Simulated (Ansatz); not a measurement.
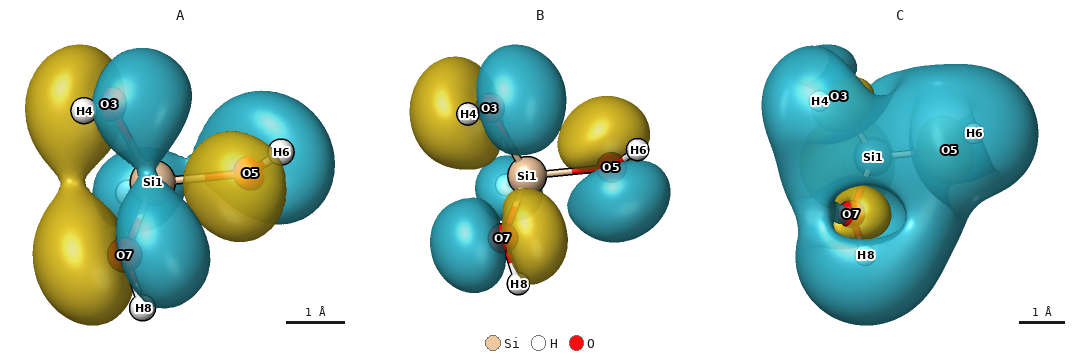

Figure 1: H$_{4}$O$_{3}$Si. Three frontier orbitals at ±0.06 Å⁻³ᐟ² (yellow and cyan are the two phases), in no order.

These are results of Ansatz, RKS PBE-D4/6-31G, not measurements.

```xyz
8

Si   -0.0449   -0.0610    0.2293
H     0.0657    0.1944    1.7010
O     1.4955    0.0014   -0.5394
H     1.7430   -0.7453   -1.1281
O    -1.1057    1.1859   -0.3078
H    -1.1860    1.4182   -1.2581
O    -0.5870   -1.6506   -0.2007
H    -1.4734   -1.9915    0.0407
```

Which picture is the HOMO−1, the HOMO and the LUMO?

Answer. A is the HOMO−1 (−7.15 eV). It lies mainly on O5 (about 35 %), O7 (about 30 %) and O3 (about 20 %); largely a combination of lone pairs on O5, O7 and O3. B is the HOMO (−6.83 eV). Its weight (Hirshfeld) is mainly on O3 (about 45 %), O5 (about 20 %) and O7 (about 20 %); largely a combination of lone pairs on O3, O5 and O7. C is the LUMO (−0.34 eV). Its weight (Hirshfeld) is mainly on Si1 (about 25 %), O7 (about 15 %), H8 (about 15 %), O5 (about 15 %), H6 (about 10 %) and O3 (about 10 %).

What is the HOMO–LUMO gap?

Answer. 6.49 eV between the orbital energies.
